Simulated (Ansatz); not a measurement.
## SnS (SMILES [S][Sn]): the energy, rung by rung

The species is SnS (2 atoms), meant as a singlet with charge 0. As SMILES, `[S][Sn]`. Geometry: the measured bond length.

```csv
atom,x (Å),y (Å),z (Å)
S,0.0000,0.0000,0.0000
Sn,0.0000,0.0000,2.2090
```

Quantity: the energy change with the S1–Sn2 bond stretched from 2.209 to 3.314 Å, in eV. The values are calculated.

```csv
level,kind,program,value (eV),less FCI/STO-3G,CPU time (all runs)
HF/STO-3G (restricted),Hartree–Fock,Ansatz,6.32,+1.64,1.8 s
SVWN5/STO-3G (restricted),LDA,Ansatz,6.07,+1.39,4.7 s
PBE/STO-3G (restricted),GGA,Ansatz,5.76,+1.08,7.9 s
B3LYP/STO-3G (restricted),global hybrid,Ansatz,6.27,+1.59,5.4 s
PBE0/STO-3G (restricted),global hybrid,Ansatz,6.62,+1.94,4 s
wB97X/STO-3G (restricted),range-separated hybrid,Ansatz,7.37,+2.69,14 s
B2PLYP/STO-3G (restricted),double hybrid,Ansatz,6.72,+2.04,7.8 s
RPA@PBE/STO-3G (restricted),RPA,Ansatz,4.58,-0.10,13 s
FCI/STO-3G,exact in the basis,Ansatz,4.68,0.00,5.6 s
```

FCI/STO-3G is exact within its basis and frozen core, so for wave-function methods in that basis the difference is their error; functionals converge differently with the basis, so for them it is only a difference. A spin-restricted reference rises too steeply as a bond breaks; here HF/STO-3G, SVWN5/STO-3G, PBE/STO-3G, B3LYP/STO-3G, PBE0/STO-3G, wB97X/STO-3G, B2PLYP/STO-3G lie well above the multireference or unrestricted value. All-electron rows without a relativistic Hamiltonian named are non-relativistic. The first shape isn't each level's own minimum. The values span 4.58 to 7.37 eV. All rows use very small basis sets, so none should be taken for the real molecule's value. In so small a basis fixed costs decide the times, and correlated methods can beat functionals. CPU times are rough (shared hosts, several kinds of processor and program).

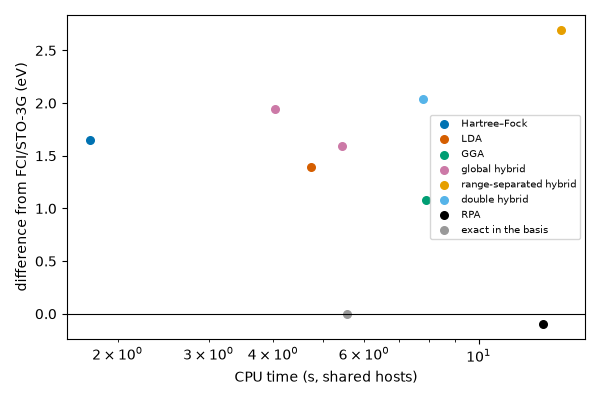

Difference from FCI/STO-3G against processor time, one point a level.
